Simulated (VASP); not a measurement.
Band structure of CsCl (CsCl type). Calculation: PBE GGA with D3 dispersion (Becke-Johnson damping), VASP's PBE PAW potentials (set 64) (plane waves; VASP 6.6.1).

Unless said otherwise, spin-orbit coupling is left out, though it shifts the bands of the heavy elements here.

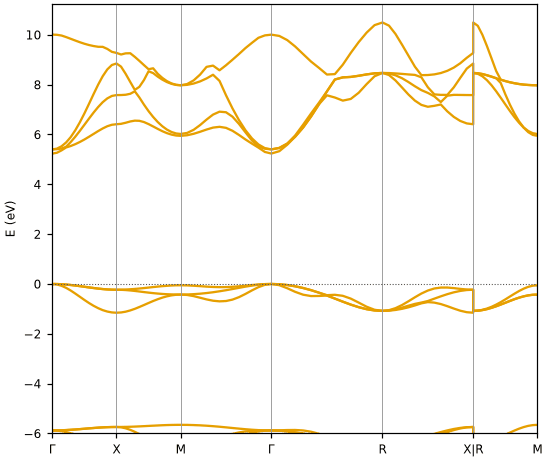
Figure. Bands along high-symmetry lines, zero at the valence-band maximum or, without a gap, the Fermi level

### Question
Read the plot: is there a gap, and where are the band edges?

### Answer
The gap is direct, 5.23 eV, from the valence maximum at Γ to the conduction minimum at Γ. (Edges off the drawn lines would not show.)

Measured: gap 8.35 eV at 80 K (computed value off by -3.12 eV), as given by Wikipedia, Caesium chloride.

The compound is CsCl in the CsCl type structure. It was relaxed first.
